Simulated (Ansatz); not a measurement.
System: Al₃Co₂Ni.

Input

```
crystal:
  lattice:
    - [2.8147143716, 0.0, 0.0]
    - [0.0, 2.8147143716, 0.0]
    - [0.0, 0.0, 8.6556718813]
  atoms:
    - { symbol: Al, position: [0.0, 0.0, 0.330085967] }
    - { symbol: Al, position: [0.0, 0.0, 0.669914033] }
    - { symbol: Al, position: [0.0, 0.0, 0.0] }
    - { symbol: Co, position: [0.5, 0.5, 0.8340892017] }
    - { symbol: Co, position: [0.5, 0.5, 0.1659107983] }
    - { symbol: Ni, position: [0.5, 0.5, 0.5] }
basis:
  ecutwfc: 420
kpoints:
  mp_grid: { grid: [14, 14, 4] }
hamiltonian:
  xc: pbe
scf:
  occupations: { method: gaussian, width: 0.1 }
output:
  forces: true
  stress: true
  eigenvalues: true
  write_density: true
  write_potential: true
  elf: true
  volumetric_format: npy
relax:
  adjacent_minimum: "off"
  f_tol: 0.01
  max_steps: 30
  cell: { stress_tol: 0.1, fix: [volume] }
```

Launched as:

```sh
ansatz run input.yaml --threads 1 --pin off --max-ram 2560MiB --backend cpu --events-out ev --progress --plain --runs-dir out
```

Below, planes, directions and counts refer to the conventional cell (a = 2.82 Å, b = 2.82 Å, c = 8.62 Å, α = 90.00°, β = 90.00°, γ = 90.00°).

The fields are those of the run's last geometry, not of the input's.

Space group P4/mmm; a structure generated by program, which may or may not match a known phase; changed on purpose from its base cell (volume × 0.97, shape and atoms relaxed); computed pressure about 6 GPa in this cell; computed without spin polarisation.

The calculation used Ansatz, DFT PBE, scalar-relativistic, plane waves, PAW.

What can the converged valence pseudo-density and electron localisation function tell about the bonding?

Answer. Al–Co (2.45 Å): the density is about 0.33 e/Å³ at the midpoint; the ELF is about 0.40 at the midpoint.
Al–Ni (2.47 Å): ρ at the midpoint is about 0.31 e/Å³; the ELF is about 0.40 at the midpoint.

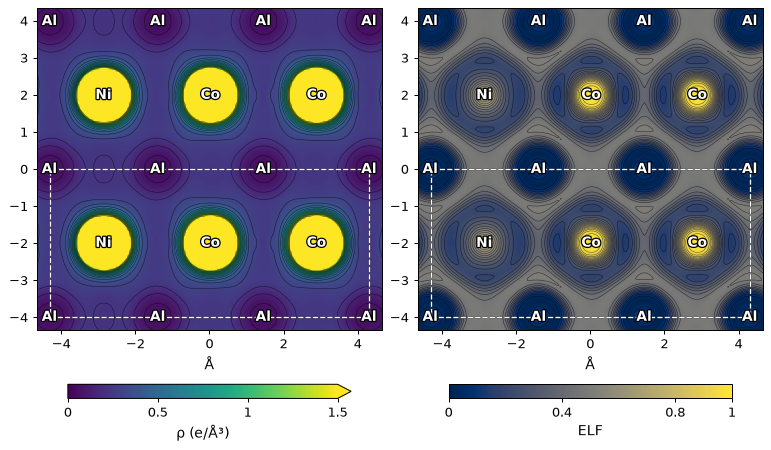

Computed valence pseudo-density and electron localisation function on the (110) plane of the conventional cell, in this order. 

Core electrons are frozen (PAW), and the valence fields are smoothed inside the atomic spheres.
